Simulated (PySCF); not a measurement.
Input

```
{"job": {"kind": "uv", "xc": "B3LYP", "basis": "def2-SVPD", "ip": true, "nstates": 10}, "charge": 0, "multiplicity": 1}
In     1.030092     1.676455     1.215799
H      2.772312     1.689883     1.247628
H      0.197067     3.206754     1.185702
C     -0.082058    -0.210447     1.272193
C     -0.442796    -0.752020    -0.112400
C      0.798863    -1.062291    -0.940733
C     -1.380056     0.187693    -0.862278
H     -0.994761    -0.037839     1.866368
H      0.534137    -0.939493     1.823428
H     -0.986008    -1.707085     0.029489
H      1.368216    -0.140691    -1.164830
H      0.539530    -1.525268    -1.905690
H      1.480683    -1.743277    -0.408963
H     -0.891818     1.158225    -1.067576
H     -2.290015     0.399926    -0.280010
H     -1.687729    -0.234445    -1.831698
```

Launched as:

```sh
OMP_NUM_THREADS=1 python probes_run.py task.json out
```

Geometry: PBE0-D3(BJ)/def2-SVP; core potentials replace the inner electrons of In.

All numbers below come from PySCF 2.14.0, B3LYP/def2-SVPD, SCF density, gas phase, scalar-relativistic core potentials on the heavy atoms.

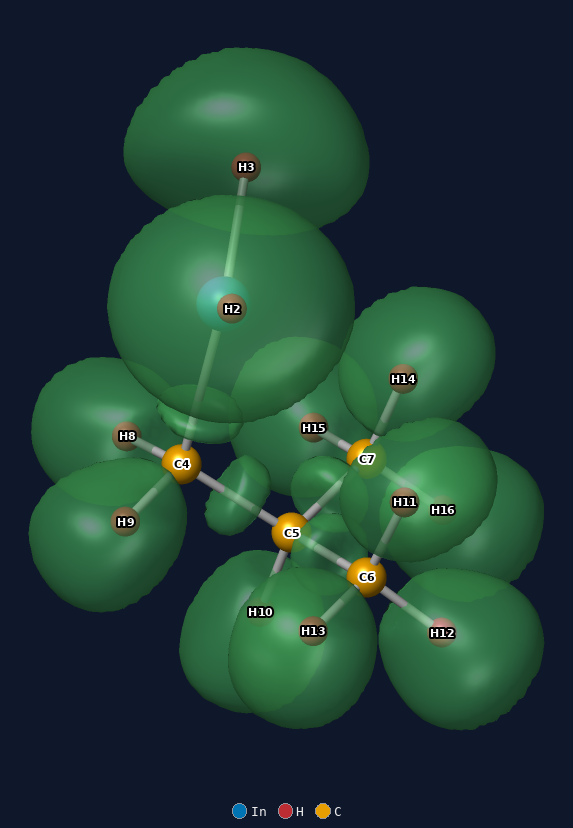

C4H11In (SMILES [H][In]([H])[CH2]C(C)C). Isosurface of the electron localisation function at 0.8 (green), seen at an oblique angle. Core shells and regions of very low density are left out.

Question: Describe the localisation domains.

Answer: The surface consists of three regions between bonded C–C atoms (shared pairs), eleven regions around hydrogen nuclei and one lobe of the valence shell of C pointing towards In (polar bonds). Profiles from the grid: C–C (1.52 Å): the ELF peaks at about 0.95 between the atoms; localised, covalent bonding. C–In (2.19 Å): the ELF peaks at about 0.90 in the valence shell of C, 0.7 Å from its nucleus, and drops to about 0.15 between the two atoms.
